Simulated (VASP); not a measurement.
Energy against volume of KBr (rock salt). Method: revPBE GGA, VASP's PBE PAW potentials (set 64) (plane waves; VASP).

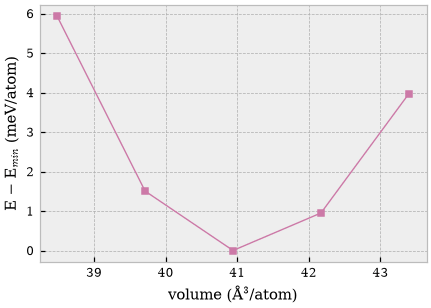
*Energy against volume*

**Question.** Estimate the equilibrium volume and the bulk modulus.

**Answer.** The minimum lies near 41.0 Å³/atom, and the curvature gives B0 of about 11 GPa.

The compound is KBr in the rock salt structure. It was relaxed first, which changed the volume by +14 %.
